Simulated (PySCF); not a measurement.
Run report: O⁻, atomic calculation

System: O⁻, configuration 1s2 2s2 2p5, multiplicity 2.
Method: unrestricted PBE, aug-cc-pwCVQZ, non-relativistic, point nucleus (PySCF).

**Input**
```python
from pyscf import gto, scf, dft, mp, cc
import basis_set_exchange as bse
mol = gto.M(atom="O 0 0 0", charge=-1, spin=1, symmetry="D2h",
            basis=gto.basis.parse(bse.get_basis("aug-cc-pwCVQZ", elements=["O"], fmt="nwchem")))
mf = dft.UKS(mol, xc="PBE")
mf.irrep_nelec = {'Ag': (2, 2), 'B1u': (1, 1), 'B2u': (1, 1), 'B3u': (1, 0)}
mf.kernel()
```

The script is an equivalent of what the driver set up; the driver started from orbitals of its own, so the log can be shorter than this script's would be, and it computed the properties (radii, ⟨L²⟩, response) afterwards. It held the occupations shell by shell, which the script's counts by irreducible representation don't always enforce.

Hardware: 1 CPU thread, shared host.

**Log (extracts)**
```
damping factor = 0
level_shift factor = 0
DIIS = <class 'pyscf.scf.diis.CDIIS'>
diis_start_cycle = 1
diis_space = 10
diis_damp = 0
SCF conv_tol = 1e-09
SCF conv_tol_grad = None
number electrons alpha = 5  beta = 4
XC functionals = PBE
    J. P. Perdew, K. Burke, and M. Ernzerhof.,  Phys. Rev. Lett. 77, 3865 (1996)
    J. P. Perdew, K. Burke, and M. Ernzerhof.,  Phys. Rev. Lett. 78, 1396 (1997)
    J. P. Perdew, K. Burke, and M. Ernzerhof.,  Phys. Rev. Lett. 77, 3865 (1996)
    J. P. Perdew, K. Burke, and M. Ernzerhof.,  Phys. Rev. Lett. 78, 1396 (1997)
cycle= 1 E= -75.0655509936606  delta_E= -0.00139  |g|= 0.154  |ddm|= 0.554
cycle= 2 E= -75.0006866303168  delta_E= 0.0649  |g|= 0.431  |ddm|= 0.67
cycle= 3 E= -75.0769235896961  delta_E= -0.0762  |g|= 0.0625  |ddm|= 0.417
cycle= 4 E= -75.07899067477  delta_E= -0.00207  |g|= 0.00172  |ddm|= 0.0774
cycle= 5 E= -75.0789956325737  delta_E= -4.96e-06  |g|= 0.00037  |ddm|= 0.00778
cycle= 6 E= -75.0789958063943  delta_E= -1.74e-07  |g|= 6.21e-05  |ddm|= 0.0016
cycle= 7 E= -75.0789958082073  delta_E= -1.81e-09  |g|= 2.42e-06  |ddm|= 9.12e-05
cycle= 8 E= -75.0789958082101  delta_E= -2.8e-12  |g|= 1.1e-07  |ddm|= 3.73e-06
converged SCF energy = -75.0789958082101  <S^2> = 0.75628485  2S+1 = 2.006275
```

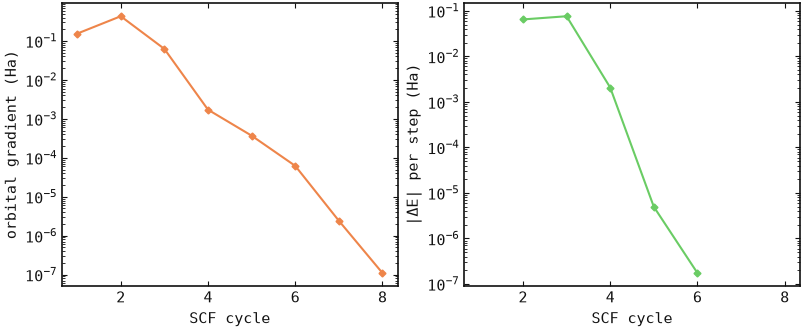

Figure 1. Convergence: orbital gradient and change of the energy from step to step (the smallest changes aren't drawn) against the SCF cycle. The residual comes down, with one marked jump up, by a factor of about 3, at step 2. It goes from 0.15 to 1.1×10⁻⁷ in 8 steps.

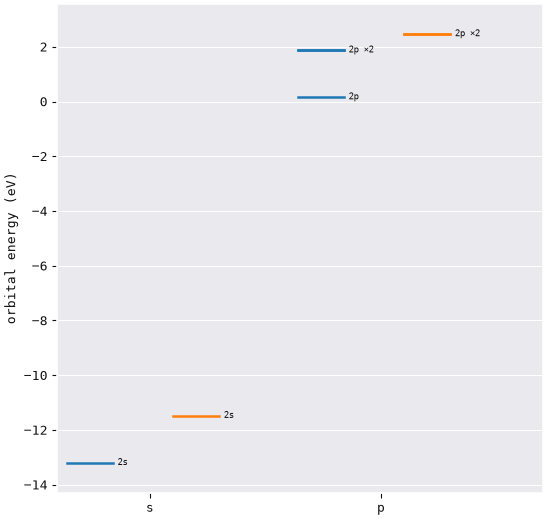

Figure 2. Orbital energies of the mean field, from the top down to −13.2 eV, by angular momentum, α spin at the left of each column and β at the right; ×n counts the orbitals under one label. The highest filled orbital is 2p β at 2.47 eV, the lowest empty one p β at 3.29 eV. A filled level above zero isn't a property of the atom (see the remarks).

**Key numbers**

```
      quantity                                        value
       outcome  converged; a filled orbital lies above zero
  total energy                           −75.078996 hartree
kinetic energy                            74.856438 hartree
          ⟨S²⟩                                        0.756
          ⟨L²⟩                                         2.03
SCF iterations                                            8
      CPU time                     0.98 s (integrals apart)
```

**Remarks**

The highest filled orbital (2p, 2.47 eV) lies above zero. That is common for anions, where the functional's self-interaction leaves the outer electrons unbound; only the finite basis holds them, so such levels depend on it.
